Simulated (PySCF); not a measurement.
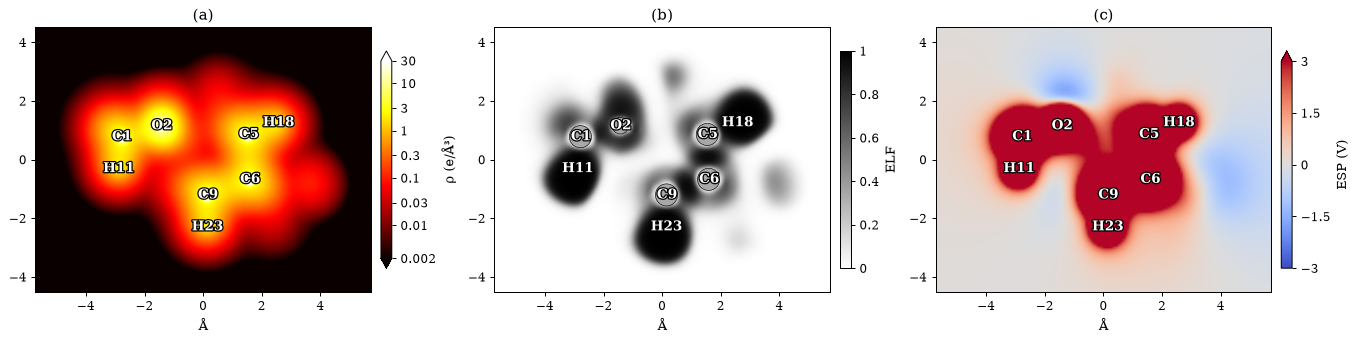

C$_{7}$H$_{13}$FO$_{2}$. (a) electron density; (b) ELF; (c) electrostatic potential on the plane of atoms C5, C6 and C9. Grey discs cover the atomic cores in the ELF map.

Geometry: GFN2-xTB.

All numbers below come from PySCF, PBE0/pcSseg-1, SCF density, gas phase, non-relativistic.

```json
{"atom": "C", "x (Å)": "3.1189", "y (Å)": "-0.2473", "z (Å)": "-0.3951"}
{"atom": "O", "x (Å)": "1.8572", "y (Å)": "-0.8251", "z (Å)": "-0.1413"}
{"atom": "C", "x (Å)": "0.9928", "y (Å)": "-0.0073", "z (Å)": "0.5978"}
{"atom": "C", "x (Å)": "-0.2130", "y (Å)": "-0.8496", "z (Å)": "1.0248"}
{"atom": "C", "x (Å)": "-1.1039", "y (Å)": "-1.1640", "z (Å)": "-0.1754"}
{"atom": "C", "x (Å)": "-1.4402", "y (Å)": "0.1081", "z (Å)": "-0.9634"}
{"atom": "C", "x (Å)": "-2.3864", "y (Å)": "1.0313", "z (Å)": "-0.1996"}
{"atom": "F", "x (Å)": "-3.5802", "y (Å)": "0.3971", "z (Å)": "0.0523"}
{"atom": "C", "x (Å)": "-0.1353", "y (Å)": "0.8422", "z (Å)": "-1.2834"}
{"atom": "O", "x (Å)": "0.6058", "y (Å)": "1.1435", "z (Å)": "-0.1154"}
{"atom": "H", "x (Å)": "3.0224", "y (Å)": "0.6996", "z (Å)": "-0.9348"}
{"atom": "H", "x (Å)": "3.6575", "y (Å)": "-0.0671", "z (Å)": "0.5426"}
{"atom": "H", "x (Å)": "3.6665", "y (Å)": "-0.9653", "z (Å)": "-1.0019"}
{"atom": "H", "x (Å)": "1.5167", "y (Å)": "0.3933", "z (Å)": "1.4834"}
{"atom": "H", "x (Å)": "-0.7681", "y (Å)": "-0.2971", "z (Å)": "1.7828"}
{"atom": "H", "x (Å)": "0.1555", "y (Å)": "-1.7734", "z (Å)": "1.4690"}
{"atom": "H", "x (Å)": "-0.5708", "y (Å)": "-1.8503", "z (Å)": "-0.8353"}
{"atom": "H", "x (Å)": "-2.0232", "y (Å)": "-1.6471", "z (Å)": "0.1592"}
{"atom": "H", "x (Å)": "-1.9269", "y (Å)": "-0.1714", "z (Å)": "-1.9034"}
{"atom": "H", "x (Å)": "-1.9718", "y (Å)": "1.3290", "z (Å)": "0.7667"}
{"atom": "H", "x (Å)": "-2.6237", "y (Å)": "1.9229", "z (Å)": "-0.7897"}
{"atom": "H", "x (Å)": "0.4687", "y (Å)": "0.2183", "z (Å)": "-1.9548"}
{"atom": "H", "x (Å)": "-0.3234", "y (Å)": "1.8068", "z (Å)": "-1.7603"}
```

Q: What does the map show?

A: The section cuts through C, O and H sites.
C–O (1.41 Å): the density is about 2 e/Å³ at the midpoint, with its minimum of 1.8 e/Å³ about 0.5 Å from C; the ELF peaks at about 0.90 between the atoms, as expected for a shared but strongly polarised pair.
C–C (1.53 Å): ρ is about 1.6 e/Å³ halfway; the ELF peaks at about 0.95 between the atoms; a covalent bond.
C–H (1.09 Å): ρ at the midpoint is about 2 e/Å³; the ELF climbs to about 1 towards the hydrogen, as it does in any bond to H (an ordinary covalent bond to hydrogen).
The ELF also peaks beside O2, away from the bonds: lone-pair regions.
Outside the dense part of the molecule the potential is most negative (−1.6 V) near O2.
